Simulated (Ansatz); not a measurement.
# SiHCl3 (SMILES Cl[SiH](Cl)Cl): levels of theory compared

Wanted: a comparison of 6 runs (B3LYP/STO-3G, CAM-B3LYP/STO-3G, UPBE/STO-3G, revPBE/STO-3G, wB97X/STO-3G, FCI/STO-3G) of SiHCl3. 

The calculation is run with Ansatz 0.2.0.

56 further runs of the same task are left out: 10 that didn't finish, 46 set aside as unsound or not needed.

### Step 1. Starting point

The species is SiHCl3 (5 atoms), meant as a singlet with charge 0. SMILES: `Cl[SiH](Cl)Cl`. The Cl4–Si2 distance was set to 3.045 Å, away from the relaxed value. At this shape a bond of the SMILES string is far longer than usual.

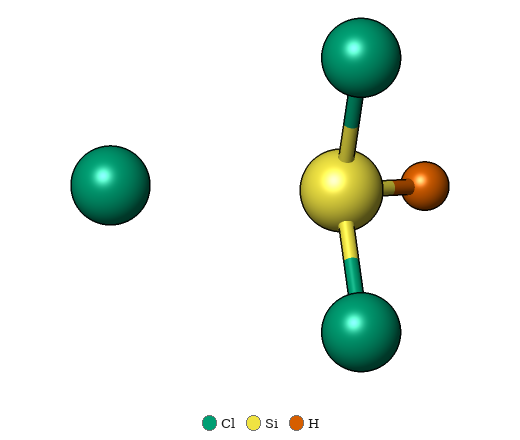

Viewed from a chosen angle; chlorine teal, silicon yellow, hydrogen orange.

### Step 2. A single-point energy at B3LYP/STO-3G (run 1)

input.yaml reads:

```yaml
crystal:
  periodic: [false, false, false]
  atoms:
    - {symbol: Cl, position_ang: [1.888288, 0.007479, 1.701687]}
    - {symbol: Si, position_ang: [0.116058, 0.566219, 0.885247]}
    - {symbol: Cl, position_ang: [0.215058, 2.512609, 0.318517]}
    - {symbol: Cl, position_ang: [-0.476020, -1.170520, -1.544190]}
    - {symbol: H, position_ang: [-0.953952, 0.399849, 1.877957]}
basis:
  gaussian:
    orbitals: STO-3G
magnetization:
  spin_polarized: false
  initial_magnetization: 0
hamiltonian:
  xc: {name: B3LYP}
accuracy: high
```

On the command line:

```bash
$ ansatz run input.yaml --threads 1 --pin off --max-ram 3480MiB --events-out events.jsonl --progress --plain --runs-dir runs
```

The log of the run:

```text
Warning: RAYON_NUM_THREADS=1 ignored (pool sized by the plan → 1); use --threads N
Functional definition: B3LYP
  name "B3LYP"
  parameter a0 = 0.2
  parameter ax = 0.72
  parameter ac = 0.81
  exchange = (1 - a0 - ax)*slater_x + ax*b88_x + a0*exact_x
  correlation = (1 - ac)*vwn_rpa_c + ac*lyp_c
682 factors; integrals over basis functions are off by at most 1.7e-8 eV
mean field evaluation 1: about -44954.0692 eV, gradient 3.3e1 eV
mean field evaluation 2: about -44796.4291 eV, gradient 1.7e2 eV
mean field evaluation 4: about -44961.7004 eV, gradient 3.3e0 eV
mean field evaluation 8: about -44961.7442 eV, gradient 1.4e-2 eV
mean field evaluation 16: about -44961.7204 eV, gradient 6.2e-6 eV
mean field -44961.72041535 eV, -1652.3127491156 hartree, gradient 5.6e-9 eV, S^2 0.000000; 0 other end points of the search recorded, 0 dependent functions left out
reference -44961.72044892 eV, -1652.3127503492 hartree; 33, 33 occupied and 4, 4 virtual orbitals, 682 factors
Total energy: -44961.72044892 eV, -1652.3127503492 hartree
```

It took 2.3 s on 1 thread of Arm Neoverse V2, shared host; peak memory 0.13 GiB.

### Step 3. The energy at CAM-B3LYP/STO-3G (run 2)

input.yaml, as its differences from that of step 2:

```diff
@@ -11,7 +11,4 @@
     orbitals: STO-3G
-magnetization:
-  spin_polarized: false
-  initial_magnetization: 0
 hamiltonian:
-  xc: {name: B3LYP}
+  xc: {name: CAM-B3LYP}
 accuracy: high
```

On the command line:

```bash
$ ansatz run input.yaml --threads 1 --pin off --max-ram 3480MiB --events-out events.jsonl --progress --plain --runs-dir runs
```

The log of the run:

```text
Warning: RAYON_NUM_THREADS=1 ignored (pool sized by the plan → 1); use --threads N
Functional definition: CAM-B3LYP
  name "CAM-B3LYP"
  parameter alpha = 0.19
  parameter beta = 0.46
  parameter omega = 0.33/bohr
[... 1 set-up line as earlier in the session ...]
  exchange = (1 - alpha - beta)*b88_x + beta*b88_x_sr(omega) + alpha*exact_x + beta*exact_x_lr(omega)
  correlation = (1 - ac)*vwn5_c + ac*lyp_c
682 factors; integrals over basis functions are off by at most 1.7e-8 eV
238 factors; integrals over basis functions are off by at most 1.1e-9 eV
mean field evaluation 1: about -44953.0272 eV, gradient 3.1e1 eV
mean field evaluation 2: about -44946.7722 eV, gradient 4.2e1 eV
mean field evaluation 4: about -44960.1597 eV, gradient 2.0e0 eV
mean field evaluation 8: about -44960.1658 eV, gradient 2.9e-2 eV
mean field evaluation 16: about -44960.1658 eV, gradient 1.9e-6 eV
mean field -44960.16581663 eV, -1652.2556186664 hartree, gradient 2.1e-8 eV, S^2 0.000000; 0 other end points of the search recorded, 0 dependent functions left out
reference -44960.16583297 eV, -1652.2556192665 hartree; 33, 33 occupied and 4, 4 virtual orbitals, 682 factors
Total energy: -44960.16583297 eV, -1652.2556192665 hartree
```

Wall time 2.6 s (1 thread of Arm Neoverse V2, shared host); peak memory 0.14 GiB.

Runs 3 to 5 aren't shown in full; the table further down has their settings and results.

### Step 4. A single-point energy at FCI/STO-3G (run 6)

run.yaml reads:

```yaml
crystal:
  periodic: [false, false, false]
  atoms:
    - {symbol: Cl, position_ang: [1.888288, 0.007479, 1.701687]}
    - {symbol: Si, position_ang: [0.116058, 0.566219, 0.885247]}
    - {symbol: Cl, position_ang: [0.215058, 2.512609, 0.318517]}
    - {symbol: Cl, position_ang: [-0.476020, -1.170520, -1.544190]}
    - {symbol: H, position_ang: [-0.953952, 0.399849, 1.877957]}
basis:
  gaussian: {orbitals: STO-3G}
accuracy: high
correlation: {method: fci, frozen_orbitals: {Cl: 5, H: 0, Si: 5}}
```

On the command line:

```bash
$ ansatz run run.yaml --threads 1 --pin off --max-ram 3480MiB --events-out events.jsonl --progress --plain --runs-dir runs
```

The log of the run:

```text
Warning: RAYON_NUM_THREADS=1 ignored (pool sized by the plan → 1); use --threads N
Functional definition: HF
  name "HF"
  exchange = exact_x
  correlation = 0
682 factors; integrals over basis functions are off by at most 1.7e-8 eV
mean field evaluation 1: about -44891.3115 eV, gradient 2.6e1 eV
mean field evaluation 2: about -44891.3421 eV, gradient 2.6e1 eV
mean field evaluation 4: about -44896.7349 eV, gradient 1.4e0 eV
mean field evaluation 8: about -44896.7453 eV, gradient 4.5e-2 eV
mean field -44896.74535577 eV, -1649.9249597174 hartree, gradient 8.8e-8 eV, S^2 0.000000; 0 other end points of the search recorded, 0 dependent functions left out; unrestricted orbitals would lower it
mean field evaluation 16: about -44897.6763 eV, gradient 7.3e-2 eV
20 core orbitals not correlated: weight in the atoms' cores, before any rotation towards them, 1.000 or more for the frozen orbitals, at most 0.000 for the correlated occupied ones
reference -44896.74535577 eV, -1649.9249597174 hartree; 13, 13 occupied and 4, 4 virtual orbitals, 682 factors
state -44899.64332555 eV, -1650.0314581427 hartree
Total energy: -44899.64332555 eV, -1650.0314581427 hartree
```

It took 23 s on 1 thread of Arm Neoverse V2, shared host; peak memory 0.48 GiB.

### Step 5. The series

| run | level | frozen core orbitals | energy (Eh) | wall time |
| --- | --- | --- | --- | --- |
| 1 | B3LYP/STO-3G | – | -1652.312750 | 2.3 s |
| 2 | CAM-B3LYP/STO-3G | – | -1652.255619 | 2.6 s |
| 3 | UPBE/STO-3G | – | -1651.563249 | 4.2 s |
| 4 | revPBE/STO-3G | – | -1652.019326 | 2 s |
| 5 | wB97X/STO-3G | – | -1652.325668 | 10 s |
| 6 | FCI/STO-3G | 20 | -1650.031458 | 23 s |

### Step 6. Results

```
                                           quantity           value
                                run 6: total energy  -1650.03146 Eh
run 6: correlation energy (20 core orbitals frozen)      -106.5 mEh
```

In words: Totals of different functionals can't be ranked against each other. In runs 1, 2, 3, 4, 5, 6 the basis is minimal, so the values are rough. All runs together took 45 s, the longest 23 s.
